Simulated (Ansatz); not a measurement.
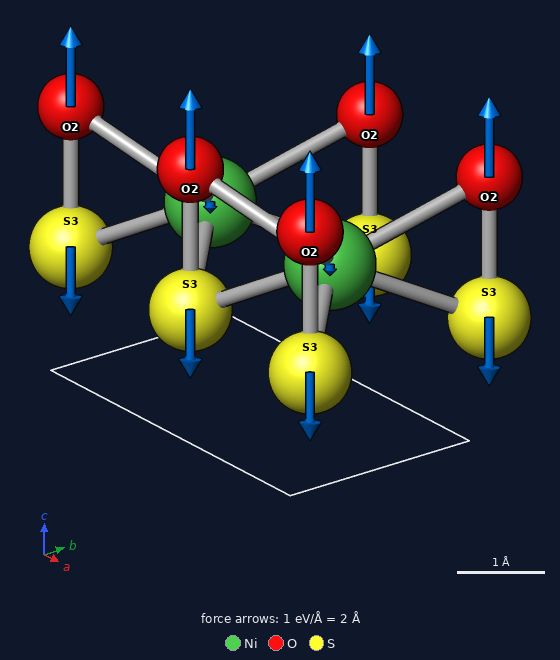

A changed version of a slab of composition NiSO at its r2SCAN-relaxed geometry, with the computed forces as blue arrows. The picture is a ball-and-stick view of the 2 × 1 repeat of the cell, outlined in the plane, without the vacuum, seen slightly off an axis.

Method: DFT, PBE, plane waves, PAW (Ansatz). (plane-wave cutoff 420 eV; k-point mesh 12 × 12 × 1; occupations fermi dirac; smearing width 0.02 eV; no spin polarisation)

Where do the forces point?

Answer. The cell is strained by 0.0 % along the normal (+c) and +2.0 % across it (volume +4.0 %). The atoms were relaxed with r2SCAN under that strain, and this is a single point on that geometry. Energy change: −3.3 meV per atom. The largest force is 0.49 eV/Å, on the O atom, along the normal (+c). Among the bonded contacts that change: Ni–O 2.144 → 2.184 Å, Ni–S 2.147 → 2.171 Å, O–S 1.693 → 1.670 Å. The space group stays P3m1 (No. 156).
